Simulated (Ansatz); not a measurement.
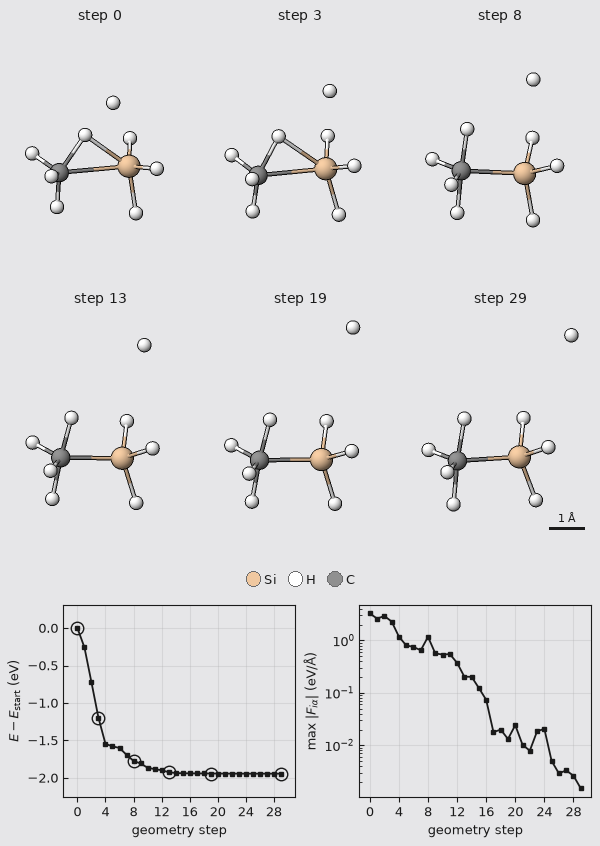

Frames of a saddle-point search of CH8Si (multiplicity 3), marked on the history of the run. The picture is a ball-and-stick view, seen at a tilt.

Level of theory: UKS PBE0-D4/def2-SVP in Ansatz 0.2.0.

Input
```yaml
crystal:
  periodic: [false, false, false]
  atoms:
    - {symbol: Si, position_ang: [-0.386700, -0.822100, -0.533900]}
    - {symbol: H, position_ang: [0.790100, 0.464900, -1.667800]}
    - {symbol: H, position_ang: [0.754800, -1.681100, -0.760300]}
    - {symbol: H, position_ang: [-1.208400, -1.668200, 0.387700]}
    - {symbol: H, position_ang: [-1.409900, -0.256400, -1.385500]}
    - {symbol: H, position_ang: [0.551600, 0.640600, -0.457500]}
    - {symbol: C, position_ang: [0.209200, 0.685300, 0.835500]}
    - {symbol: H, position_ang: [1.234600, 0.686300, 1.198300]}
    - {symbol: H, position_ang: [-0.378400, 0.243400, 1.633300]}
    - {symbol: H, position_ang: [-0.156900, 1.707400, 0.750300]}
basis:
  gaussian: {orbitals: def2-SVP}
magnetization: {spin_polarized: true, initial_magnetization: 2}
hamiltonian: {xc: pbe0, dispersion: d4}
saddle:
  max_steps: 30
  mode_guess:
    - [-0.0487, 0.0239, 0.3659]
    - [0.0903, 0.2535, 0.1632]
    - [0.0197, 0.1448, 0.1019]
    - [-0.0914, -0.1777, 0.0434]
    - [0.0917, 0.0801, 0.1571]
    - [0.2005, 0.1043, -0.6838]
    - [-0.1136, -0.1979, -0.0396]
    - [-0.0658, -0.0651, -0.0790]
    - [-0.0262, -0.0081, 0.1170]
    - [-0.0564, -0.1579, -0.1461]
```

Run as
```bash
ansatz run in.yaml --threads 2 --pin off --events-out ev --progress --plain --max-ram 4352MiB
```

**Describe the path.**

The relaxation stopped without meeting its thresholds, so the last structure isn't shown to be converged. The input was poor on purpose: wrong multiplicity. The atom that moves furthest after the best rigid fit is H2 (2.25 Å). By element the largest moves are H 2.25 Å, Si 0.35 Å, C 0.17 Å. Near-neighbour distances that change, for instance: Si1–H2 2.080 → 3.934 Å, Si1–H6 1.739 → 2.182 Å, C7–H9 1.085 → 1.352 Å, Si1–C7 2.122 → 1.898 Å. Among the angles between lasting bonds that change: H6–C7–H9 146.7° → 175.6°, Si1–C7–H6 54.9° → 83.5°, H3–Si1–H5 134.3° → 109.7°. After 29 geometry steps the energy has fallen by 1.944 eV. Largest force component: 3.3 eV/Å at the start, 0.0015 eV/Å at the end. Cost: 2.5 min on 2 threads of Arm Neoverse V2, with other jobs on the host. From step 0 to 3: H2 moves most (0.60 Å), energy −1.197 eV. From step 3 to 8: H6 moves most (0.46 Å), energy −0.576 eV. From step 8 to 13: H2 moves most (0.60 Å), energy −0.150 eV. From step 13 to 19: H2 moves most (0.58 Å), energy −0.018 eV. From step 19 to 29: H2 moves most (0.45 Å), energy −0.002 eV.
